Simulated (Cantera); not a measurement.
Feed: 1 mol Nb2O5, 98 mol H2, 0.24 mol H2O, equilibrated at 0.280 bar.

Cantera equilibrium calculation (NASA polynomials, part measured and part estimated; ideal gas, pure solids and liquids). Candidate condensed phases: H2O, Nb, NbO, NbO2, Nb2O5; 12 gas species. Mutual solubility and eutectic melting of coexisting phases are not modelled. Condensed phases not in the tables: the oxides between NbO2 and Nb2O5. The numbers say what is thermodynamically allowed, not how fast it happens.

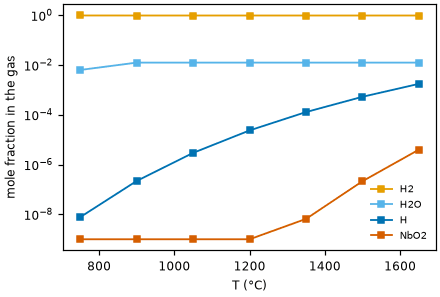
Figure: Equilibrium gas composition (values under 1e-9 drawn at 1e-9)

At 750 °C the condensed part is NbO2(s) + Nb2O5(s). From 900 °C to 1650 °C the condensed part is NbO2(s).
